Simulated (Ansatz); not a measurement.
Consider BF2H4NS.

```xyz
9

B    -0.6516   -0.3291   -0.0269
N     0.5272    0.7361   -0.5312
F    -0.4341   -1.4367   -0.8047
F    -1.8144    0.3424   -0.3017
H     0.4583    1.5969    0.0027
S    -0.4140   -0.5953    1.8443
H     0.4127    0.9446   -1.5209
H     1.4494    0.3406   -0.3786
H     0.4664   -1.5994    1.7170
```

The product side of a reaction path; geometry: PBE0-D4/def2-TZVP.

Method: RKS PBE0-D4/def2-TZVPP in Ansatz 0.2.0.

What will maps of the electron density and electron localisation function show?

B–F (1.37 Å): ρ at the midpoint is about 2 e/Å³; the ELF peaks at about 0.85 between the atoms; a shared but strongly polarised pair.
B–N (1.67 Å): ρ is about 1.1 e/Å³ halfway; the ELF peaks at about 0.95 between the atoms; a shared but strongly polarised pair.
N–H (1.01 Å): the density is about 3 e/Å³ at the midpoint; the ELF climbs to about 1 towards the hydrogen, as it does in any bond to H (a covalent bond by its length).

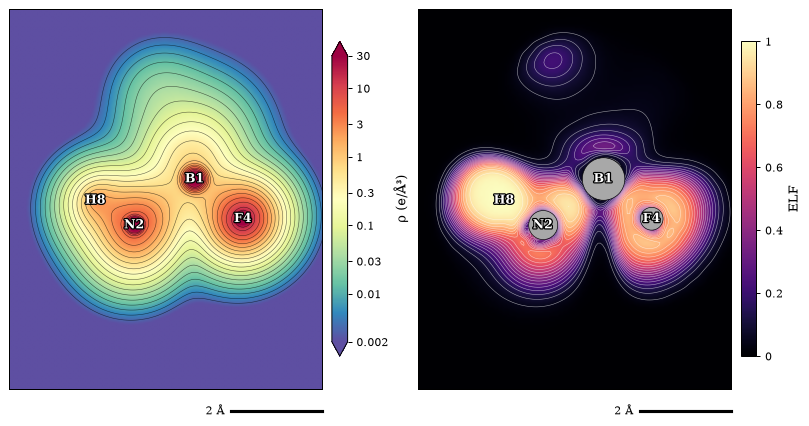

Computed electron density and electron localisation function on the plane of atoms B1, N2 and H8, in this order. Grey discs cover the atomic cores in the ELF map. 
